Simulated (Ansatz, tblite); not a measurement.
**The cluster B5N6−: which spin state is lowest**

Aim: set other spin states of the cluster B5N6− against its singlet, on many levels of theory.

Method: as each input shows; program: Ansatz 0.2.0, Gaussian basis.

The runs, in order: triplet, at the geometry of the singlet (GFN1-xTB, GFN2-xTB, PBE0-D4/def2-TZVPD, PBE-D4/def2-TZVPD, r2SCAN-D4/def2-TZVPD); the singlet's energies come from earlier runs.

3 further runs of the same task are left out: 1 that didn't finish, 2 set aside as unsound or not needed.

### Step 1. The geometry

The singlet was relaxed beforehand with B3LYP-D4/def2-SVPD. At that level it is the lowest of the isomers that a small search found.

11 atoms, charge -1, spin multiplicity 1.

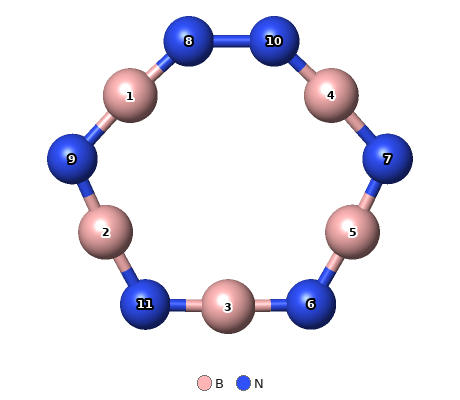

The structure; boron pink, nitrogen blue; atoms are numbered from 1 in the order of the file.

The ion is computed in the gas phase, without counter-ions or solvent.

### Step 2. Triplet at the fixed geometry, GFN1-xTB

Tight binding, by tblite at 300 K electronic temperature and without a spin-polarisation term:

```python
tblite.interface.Calculator('GFN1-xTB', numbers, positions, charge=-1, uhf=2).singlepoint()
```

Energy -717.2820 eV; 0.023 s.

### Step 3. Triplet at the fixed geometry, GFN2-xTB

Tight binding, by tblite at 300 K electronic temperature and without a spin-polarisation term:

```python
tblite.interface.Calculator('GFN2-xTB', numbers, positions, charge=-1, uhf=2).singlepoint()
```

Energy -650.8039 eV; 0.039 s.

### Step 4. Triplet at the fixed geometry, PBE0-D4/def2-TZVPD

File in.yaml:

```yaml
crystal:
  periodic: [false, false, false]
  atoms:
    - {symbol: B, position_ang: [-0.220159, -2.099276, -0.038888]}
    - {symbol: B, position_ang: [1.828218, -1.148277, -0.018022]}
    - {symbol: B, position_ang: [1.715739, 1.169732, 0.024271]}
    - {symbol: B, position_ang: [-2.035300, 0.561650, 0.006961]}
    - {symbol: B, position_ang: [-0.401578, 2.120821, 0.038241]}
    - {symbol: N, position_ang: [0.939673, 2.246150, 0.042712]}
    - {symbol: N, position_ang: [-1.695624, 1.900388, 0.032095]}
    - {symbol: N, position_ang: [-1.472457, -1.831639, -0.036062]}
    - {symbol: N, position_ang: [1.150406, -2.272229, -0.039746]}
    - {symbol: N, position_ang: [-2.243623, -0.701702, -0.016581]}
    - {symbol: N, position_ang: [2.434694, 0.054381, 0.005029]}
basis:
  gaussian: {orbitals: def2-TZVPD}
total_charge: -1
magnetization: {spin_polarized: true, initial_magnetization: 2}
hamiltonian: {xc: pbe0, dispersion: d4}
scf: {omitted_lower_state_checks: [starts]}
output: {orbitals: {seedname: orbitals}}
```

Command:

```
> ansatz run in.yaml --threads 4 --pin off --events-out ev --progress --plain --max-ram 4787MiB
```

Log:

```text
Functional definition: PBE0
  name "PBE0"
  cite "Adamo & Barone, J. Chem. Phys. 110, 6158 (1999) doi:10.1063/1.478522"
  cite "Perdew, Burke & Ernzerhof, Phys. Rev. Lett. 77, 3865 (1996) doi:10.1103/PhysRevLett.77.3865"
  parent pbe
  parameter a = 0.25
  parameter kappa = 0.804
  parameter beta = 0.06672455060314922
  exchange = (1 - a)*pbe_x(kappa = kappa, mu = beta*pi^2/3) + a*exact_x
  correlation = pbe_c(beta = beta)
these checks for a lower state are left out or cut short: starts
1899 factors; their error is unknown
mean field evaluation 1: about -12296.9716 eV, gradient 6.6e1 eV
mean field evaluation 2: about -12274.0604 eV, gradient 9.5e1 eV
mean field evaluation 4: about -12312.1370 eV, gradient 1.5e1 eV
mean field evaluation 8: about -12313.5471 eV, gradient 1.9e0 eV
mean field evaluation 16: about -12313.7610 eV, gradient 2.1e-1 eV
mean field -12313.76164067 eV, -452.5223937272 hartree, gradient 3.9e-6 eV, S^2 2.005478; 0 other end points of the search recorded, 0 dependent functions left out
reference -12313.76167617 eV, -452.5223950319 hartree; 35, 33 occupied and 372, 374 virtual orbitals, 1899 factors
Total energy: -12314.17907989 eV, -452.5377343357 hartree
Checks for a lower state left out: starts
```

It took 3.9 min on 4 threads of Intel Xeon at 2.50GHz, shared host; peak memory 2.1 GiB.

HOMO 1.14 eV, LUMO -0.80 eV (over both spins; with the spin held, an empty level of the minority spin lies below the top filled one); ⟨S²⟩ 2.005 (pure: 2.00). Doubts: highest occupied level lies above zero.

### Step 5. Triplet at the fixed geometry, PBE-D4/def2-TZVPD

start.molden holds the orbitals of an earlier run on this state, given as this run's starting guess.

Changes to in.yaml since step 4:

```diff
@@ -15,6 +15,6 @@
 basis:
-  gaussian: {orbitals: def2-TZVPD}
+  gaussian: {orbitals: def2-TZVPD, initial_orbitals: start.molden}
 total_charge: -1
 magnetization: {spin_polarized: true, initial_magnetization: 2}
-hamiltonian: {xc: pbe0, dispersion: d4}
+hamiltonian: {xc: pbe, dispersion: d4}
 scf: {omitted_lower_state_checks: [starts]}
```

The command is unchanged.

Log:

```text
Functional definition: PBE
  name "PBE"
  cite "Perdew, Burke & Ernzerhof, Phys. Rev. Lett. 77, 3865 (1996) doi:10.1103/PhysRevLett.77.3865"
  parent pbe
  parameter kappa = 0.804
  parameter beta = 0.06672455060314922
  exchange = pbe_x(kappa = kappa, mu = beta*pi^2/3)
  correlation = pbe_c(beta = beta)
these checks for a lower state are left out or cut short: starts
1899 factors; their error is unknown
mean field evaluation 1: about -12313.5747 eV, gradient 9.2e0 eV
mean field evaluation 2: about -12313.8259 eV, gradient 3.4e-1 eV
mean field evaluation 4: about -12313.8371 eV, gradient 2.1e-1 eV
mean field evaluation 8: about -12313.8378 eV, gradient 3.2e-4 eV
mean field evaluation 16: about -12313.8378 eV, gradient 4.5e-6 eV
mean field -12313.83775329 eV, -452.5251908144 hartree, gradient 4.5e-6 eV, S^2 2.002093; 0 other end points of the search recorded, 0 dependent functions left out
reference -12313.83780053 eV, -452.5251925504 hartree; 35, 33 occupied and 372, 374 virtual orbitals, 1899 factors
Total energy: -12314.31885112 eV, -452.5428708336 hartree
Checks for a lower state left out: starts
```

It took 67 s on 4 threads of Intel Xeon at 2.50GHz, shared host; peak memory 1.2 GiB.

From the report: HOMO 1.45 eV, LUMO -1.57 eV (over both spins; with the spin held, an empty level of the minority spin lies below the top filled one); ⟨S²⟩ 2.002 (pure: 2.00). Doubts: highest occupied level lies above zero.

### Step 6. Triplet at the fixed geometry, r2SCAN-D4/def2-TZVPD

Changes to in.yaml since step 5:

```diff
@@ -18,3 +18,3 @@
 magnetization: {spin_polarized: true, initial_magnetization: 2}
-hamiltonian: {xc: pbe, dispersion: d4}
+hamiltonian: {xc: r2scan, dispersion: d4}
 scf: {omitted_lower_state_checks: [starts]}
```

The command is unchanged.

Log:

```text
Functional definition: r2SCAN
  name "r2SCAN"
  cite "Furness, Kaplan, Ning, Perdew & Sun, J. Phys. Chem. Lett. 11, 8208 (2020) doi:10.1021/acs.jpclett.0c02405"
  cite "Furness, Kaplan, Ning, Perdew & Sun, J. Phys. Chem. Lett. 11, 9248 (2020) doi:10.1021/acs.jpclett.0c03077"
  parent r2scan
  parameter k0 = 0.174
  parameter k1 = 0.065
  parameter a1 = 4.9479
  exchange = r2scan_x(k0 = k0, k1 = k1, a1 = a1)
  correlation = r2scan_c
these checks for a lower state are left out or cut short: starts
1899 factors; their error is unknown
mean field evaluation 1: about -12321.9668 eV, gradient 4.7e0 eV
mean field evaluation 2: about -12322.0387 eV, gradient 1.3e-1 eV
mean field evaluation 4: about -12322.0466 eV, gradient 1.4e-2 eV
mean field evaluation 8: about -12322.0466 eV, gradient 2.0e-5 eV
mean field evaluation 16: about -12322.0466 eV, gradient 9.1e-6 eV
mean field -12322.04664640 eV, -452.8268620718 hartree, gradient 2.8e-6 eV, S^2 2.005598; 0 other end points of the search recorded, 0 dependent functions left out
reference -12322.04668198 eV, -452.8268633796 hartree; 35, 33 occupied and 372, 374 virtual orbitals, 1899 factors
Total energy: -12322.18018188 eV, -452.8317694103 hartree
Checks for a lower state left out: starts
```

Wall time 1.7 min (4 threads of Intel Xeon at 2.50GHz, shared host); peak memory 1.3 GiB.

From the report: HOMO 1.44 eV, LUMO -1.51 eV (over both spins; with the spin held, an empty level of the minority spin lies below the top filled one); ⟨S²⟩ 2.006 (pure: 2.00). Doubts: highest occupied level lies above zero.

### Step 7. Triplet less singlet, vertical

The singlet's energies are those of its earlier runs, whose logs aren't repeated here.

| level | triplet less singlet, vertical (kJ/mol) | time |
| --- | --- | --- |
| GFN1-xTB | +345.5 | 0.047 s |
| GFN2-xTB | +325.2 | 0.067 s |
| PBE-D4/def2-TZVPD | +261.4 | 79 s |
| r2SCAN-D4/def2-TZVPD | +274.2 | 2 min |
| PBE0-D4/def2-TZVPD | +286.1 | 4.4 min |

Times add the two runs; a level without a time comes out of a correlated run. Tight binding without a spin term can't rank spin states.

### Step 8. What came out

```
                                                 quantity                                       value
triplet less singlet, vertical, functionals in def2-TZVPD  +261.4 (PBE-D4) to +286.1 kJ/mol (PBE0-D4)
```

All functionals put the triplet above the singlet, over a spread of 24.6 kJ/mol. The checks for a lower triplet were left out, so another state of that spin may lie lower. These are electronic energies, without zero-point motion, entropy or surroundings.

The anion's highest level is positive in at least one run, so there the basis alone may hold the extra electron.
